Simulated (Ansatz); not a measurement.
# Sc3Br5: a short molecular-dynamics run, part 2 of 2

Aim: set Sc3Br5 (an element-swapped structure, 8 atoms, not relaxed) in motion for 30 steps of 1 fs at constant energy, with velocities drawn for 900 K, and see how temperature, energy and positions respond.

Ansatz 0.2.0; DFT PBE, plane waves, PAW, scalar-relativistic, no spin polarisation.

### Step 4. The trajectory

One step in 3; energies are changes from step 0; msd is the mean square displacement from the start, the centre of mass held:

| time (fs) | T (K) | potential energy change (meV/atom) | total energy change (meV/atom) | msd Sc (Å²) | msd Br (Å²) |
| --- | --- | --- | --- | --- | --- |
| 0.0 | 900 | 0.0 | 0.00 | 0.000 | 0.000 |
| 3.0 | 876 | 2.7 | 0.00 | 0.001 | 0.000 |
| 6.0 | 865 | 4.0 | 0.00 | 0.002 | 0.001 |
| 9.0 | 865 | 4.0 | 0.00 | 0.005 | 0.001 |
| 12.0 | 877 | 2.6 | 0.00 | 0.009 | 0.002 |
| 15.0 | 901 | -0.1 | 0.00 | 0.014 | 0.004 |
| 18.0 | 936 | -4.1 | 0.00 | 0.021 | 0.005 |
| 21.0 | 983 | -9.3 | 0.00 | 0.029 | 0.007 |
| 24.0 | 1039 | -15.7 | 0.00 | 0.038 | 0.009 |
| 27.0 | 1103 | -23.0 | 0.00 | 0.049 | 0.012 |
| 30.0 | 1176 | -31.2 | 0.00 | 0.062 | 0.014 |

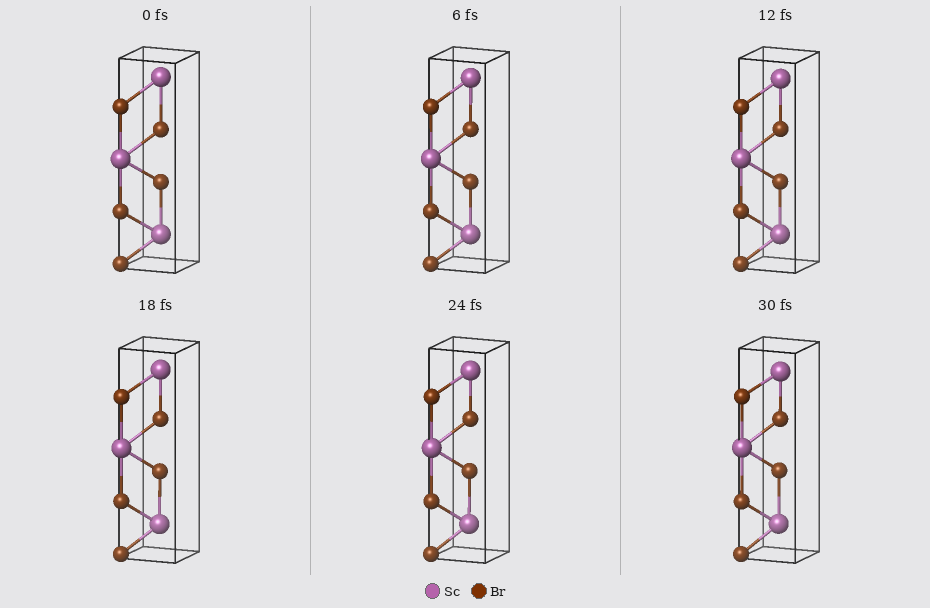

Six frames of the run, seen slightly off an axis. Each atom of the cell is drawn once. Atoms are followed across the cell's faces. Sticks are the contacts of the first frame, kept unless stretched by 40 %.

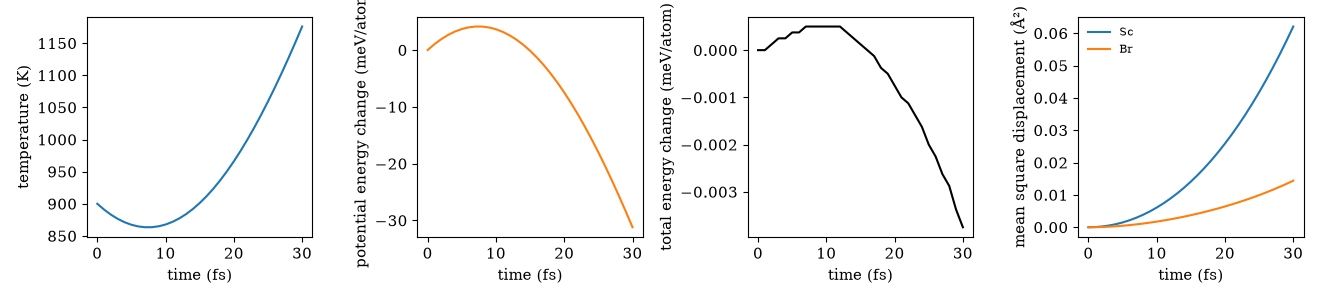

Traces against time; each panel has its own scale.

### Step 5. Positions and forces

Positions (Å) and forces (eV/Å):

```xyz
8
Lattice="4.026 0.000 0.000 0.000 4.026 0.000 0.000 0.000 14.111" Properties=species:S:1:pos:R:3:forces:R:3 pbc="T T T" time_fs=4.0 T=871 dE=0.0260
Sc    1.996    2.008    1.764   -0.019   -0.007    0.443
Sc    2.007    2.019   12.309   -0.016    0.007   -0.441
Br    0.011   -0.001    3.538   -0.039    0.004   -1.592
Br    0.020   -0.015   10.578   -0.029   -0.006    1.560
Br    0.002    0.006   -0.004    0.011    0.010    0.029
Br    1.997    2.015    5.294    0.041   -0.021    1.513
Br    2.011    2.004    8.834    0.045   -0.038   -1.485
Sc   -0.001    0.031    7.062    0.006    0.050   -0.027
8
Lattice="4.026 0.000 0.000 0.000 4.026 0.000 0.000 0.000 14.111" Properties=species:S:1:pos:R:3:forces:R:3 pbc="T T T" time_fs=8.0 T=864 dE=0.0330
Sc    1.978    2.002    1.765   -0.038   -0.013    0.424
Sc    2.001    2.025   12.270   -0.031    0.013   -0.421
Br    0.022   -0.002    3.546   -0.077    0.008   -1.613
Br    0.039   -0.030   10.576   -0.062   -0.010    1.547
Br    0.003    0.011   -0.008    0.021    0.020    0.059
Br    1.981    2.018    5.298    0.083   -0.042    1.538
Br    2.009    1.994    8.846    0.091   -0.075   -1.480
Sc   -0.002    0.062    7.068    0.012    0.099   -0.055
8
Lattice="4.026 0.000 0.000 0.000 4.026 0.000 0.000 0.000 14.111" Properties=species:S:1:pos:R:3:forces:R:3 pbc="T T T" time_fs=11.0 T=872 dE=0.0256
Sc    1.965    1.998    1.767   -0.053   -0.018    0.409
Sc    1.997    2.030   12.240   -0.041    0.017   -0.404
Br    0.030   -0.003    3.549   -0.104    0.011   -1.621
Br    0.053   -0.041   10.577   -0.089   -0.013    1.529
Br    0.004    0.016   -0.011    0.029    0.027    0.081
Br    1.969    2.019    5.304    0.113   -0.058    1.547
Br    2.007    1.986    8.853    0.128   -0.102   -1.465
Sc   -0.002    0.085    7.073    0.016    0.135   -0.076
8
Lattice="4.026 0.000 0.000 0.000 4.026 0.000 0.000 0.000 14.111" Properties=species:S:1:pos:R:3:forces:R:3 pbc="T T T" time_fs=15.0 T=901 dE=-0.0010
Sc    1.947    1.992    1.771   -0.072   -0.024    0.387
Sc    1.991    2.036   12.198   -0.052    0.020   -0.377
Br    0.041   -0.003    3.551   -0.137    0.015   -1.622
Br    0.073   -0.056   10.580   -0.126   -0.014    1.491
Br    0.006    0.022   -0.015    0.040    0.037    0.111
Br    1.953    2.021    5.314    0.152   -0.078    1.546
Br    2.005    1.976    8.860    0.176   -0.136   -1.432
Sc   -0.003    0.117    7.079    0.021    0.181   -0.103
8
Lattice="4.026 0.000 0.000 0.000 4.026 0.000 0.000 0.000 14.111" Properties=species:S:1:pos:R:3:forces:R:3 pbc="T T T" time_fs=19.0 T=951 dE=-0.0459
Sc    1.929    1.986    1.776   -0.093   -0.031    0.363
Sc    1.984    2.042   12.155   -0.061    0.021   -0.347
Br    0.052   -0.004    3.550   -0.165    0.019   -1.611
Br    0.092   -0.071   10.586   -0.165   -0.014    1.437
Br    0.007    0.028   -0.019    0.050    0.047    0.142
Br    1.937    2.023    5.327    0.186   -0.097    1.528
Br    2.004    1.966    8.864    0.222   -0.170   -1.383
Sc   -0.004    0.149    7.084    0.025    0.225   -0.130
8
Lattice="4.026 0.000 0.000 0.000 4.026 0.000 0.000 0.000 14.111" Properties=species:S:1:pos:R:3:forces:R:3 pbc="T T T" time_fs=22.0 T=1000 dE=-0.0907
Sc    1.915    1.982    1.780   -0.108   -0.036    0.344
Sc    1.980    2.046   12.122   -0.065    0.019   -0.321
Br    0.059   -0.005    3.547   -0.181    0.021   -1.594
Br    0.106   -0.082   10.593   -0.195   -0.012    1.387
Br    0.009    0.032   -0.021    0.057    0.055    0.166
Br    1.926    2.025    5.338    0.209   -0.111    1.505
Br    2.003    1.958    8.865    0.256   -0.193   -1.336
Sc   -0.004    0.173    7.088    0.028    0.257   -0.149
8
Lattice="4.026 0.000 0.000 0.000 4.026 0.000 0.000 0.000 14.111" Properties=species:S:1:pos:R:3:forces:R:3 pbc="T T T" time_fs=26.0 T=1081 dE=-0.1637
Sc    1.896    1.976    1.788   -0.130   -0.042    0.316
Sc    1.973    2.053   12.077   -0.064    0.012   -0.285
Br    0.069   -0.006    3.540   -0.197    0.023   -1.561
Br    0.124   -0.097   10.603   -0.236   -0.006    1.306
Br    0.011    0.038   -0.024    0.067    0.065    0.199
Br    1.911    2.026    5.356    0.234   -0.128    1.459
Br    2.003    1.947    8.865    0.297   -0.222   -1.261
Sc   -0.005    0.207    7.093    0.029    0.298   -0.173
8
Lattice="4.026 0.000 0.000 0.000 4.026 0.000 0.000 0.000 14.111" Properties=species:S:1:pos:R:3:forces:R:3 pbc="T T T" time_fs=30.0 T=1176 dE=-0.2496
Sc    1.877    1.970    1.796   -0.152   -0.048    0.286
Sc    1.966    2.059   12.031   -0.057   -0.002   -0.247
Br    0.079   -0.007    3.530   -0.205    0.024   -1.513
Br    0.142   -0.112   10.617   -0.279    0.005    1.210
Br    0.013    0.044   -0.027    0.077    0.077    0.233
Br    1.896    2.027    5.377    0.253   -0.142    1.396
Br    2.003    1.936    8.862    0.333   -0.249   -1.171
Sc   -0.005    0.242    7.097    0.030    0.335   -0.194
```

### Step 6. What came out

This closing draws on all 2 parts.

| quantity | value |
| --- | --- |
| length | 30 steps of 1 fs |
| temperature, first and last step | 900 and 1176 K |
| temperature, second half | mean 1020 K, from 901 to 1176 K |
| potential energy, second half | -14 meV/atom from the start |
| largest change of the total energy | 0.00 meV/atom |
| mean square displacement, second half | Sc 0.035, Br 0.008 Å² |

The temperature starts at 900 K and averages 1020 K in the second half, where it still rises, from 901 to 1176 K; the start was no minimum (force components up to 1.6 eV/Å), and the potential energy that it sheds (14 meV/atom) turns into motion. The total energy strays from its start by at most 0.00 meV/atom, under 0.1 % of the mean kinetic energy, so a step of 1 fs is short enough over this time. The farthest move is 0.32 Å, against a mean nearest distance of 3.3 Å at the start: no atom has changed site so far. A run of 30 fs with 8 atoms shows the motion but fixes no equilibrium value.
